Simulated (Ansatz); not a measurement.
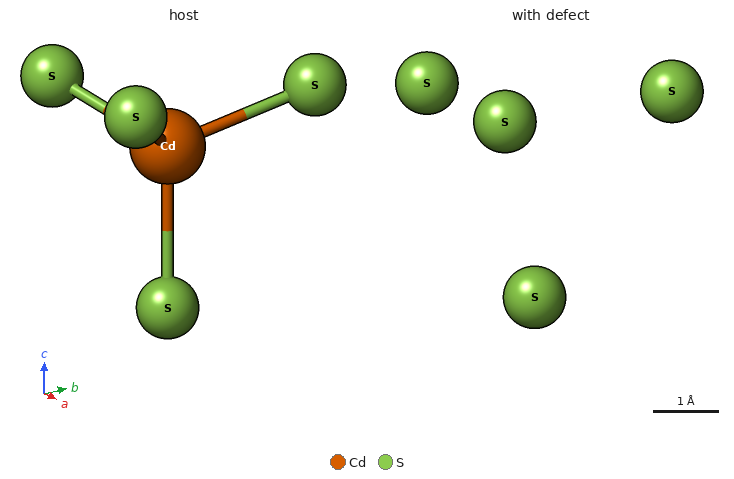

Left: perfect CdS. Right: the same region with one point defect, after relaxing the atoms in a supercell of 32 sites. The picture is a ball-and-stick view of the atoms within 3.3 Å of one point, seen slightly off an axis.

The calculation used Ansatz 0.2.0, DFT, PBE, plane-wave PAW, default files, scalar-relativistic. (plane-wave cutoff 420 eV; k-point mesh 3 × 3 × 2; occupations fermi dirac; smearing width 0.01 eV; no spin polarisation) A uniform background neutralises the charged cell. The axes drawn are those of the host's conventional cell.

### What kind of defect was made?

A cadmium atom is taken out (a vacancy).

The charge state of the cell is −2.

### What does the relaxation do around it?

Around the empty Cd site the host had 4 S at 2.53 to 2.54 Å; after relaxation the nearest atoms are 4 S at 2.36 Å. Of the host's atoms, a sulfur atom moves furthest from its site, by 0.19 Å. Relaxing the atoms from the host's sites lowers the energy by 0.61 eV.

Limits of the set-up: the periodic images lie only 8.3 Å apart, so the values are limited by the cell's size; the cell is charged, on a uniform background, and energies carry no finite-size correction.
